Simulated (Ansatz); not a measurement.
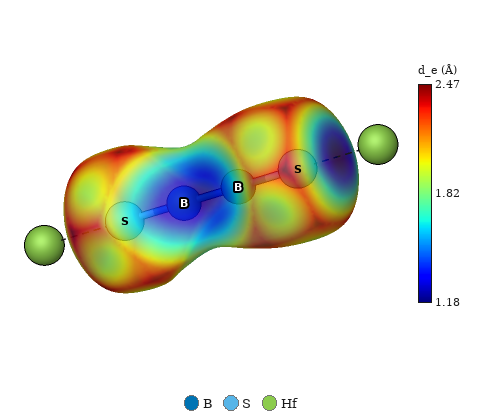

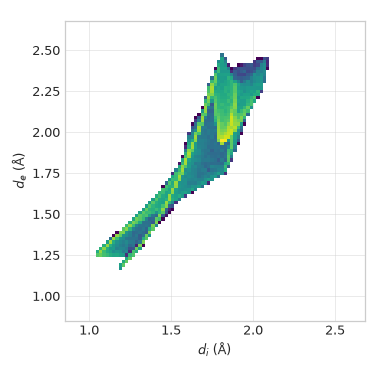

Hirshfeld surface computed for one B2S2 unit (covalently bonded non-metal atoms) in HfB2S3 in space group P-6m2, coloured by d_e. Dashed lines lead to the closest neighbours outside. The second picture is its fingerprint plot, coloured by area on a logarithmic scale (dark little, yellow much).

The surface is where the fragment's share of the procrystal density (the sum of the densities of spherically averaged neutral Hartree-Fock atoms) equals one half. d_i and d_e are the distances from the surface to the nearest nucleus inside and outside. From Rb on the atoms have core potentials, so only their outer electrons count.

The cell is taken from the end point of a relaxation with DFT PBE, scalar-relativistic, plane waves, PAW (Ansatz 0.2.0); the starting structure was generated, so it need not be a known form of this composition.

```cif
data_structure
_symmetry_space_group_name_H-M 'P-6m2'
_symmetry_Int_Tables_number 187
_cell_length_a 3.7416
_cell_length_b 3.7416
_cell_length_c 9.8252
_cell_angle_alpha 90.000
_cell_angle_beta 90.000
_cell_angle_gamma 120.000
_cell_volume 119.12
loop_
_atom_site_label
_atom_site_type_symbol
_atom_site_symmetry_multiplicity
_atom_site_Wyckoff_symbol
_atom_site_fract_x
_atom_site_fract_y
_atom_site_fract_z
_atom_site_occupancy
Hf1 Hf 1 d 0.33333 0.66667 0.50000 1
B1 B 2 h 0.33333 0.66667 0.08140 1
S1 S 1 a 0.00000 0.00000 0.00000 1
S2 S 2 h 0.33333 0.66667 0.25900 1
```

What is the shortest distance from the fragment to an atom outside it?

B–S, 2.30 Å.

How is the surface shared among contacts (nearest atom inside ··· nearest atom outside)?

S···S 41 %, B···S 35 %, S···Hf 22 %, B···B 2.0 %. The surface faces 17 neighbours with more than 2 % of its area each: 15 S + 2 Hf.

Give the size and shape of the surface.

It encloses about 58 Å³, has an area of about 90 Å² and a globularity of 0.81 (1 for a sphere).

Where does the fingerprint reach closest to the origin?

The smallest d_i + d_e is about 2.3 Å, which belongs to the shortest contact, B···S at 2.30 Å; d_e runs from 1.18 to 2.47 Å.
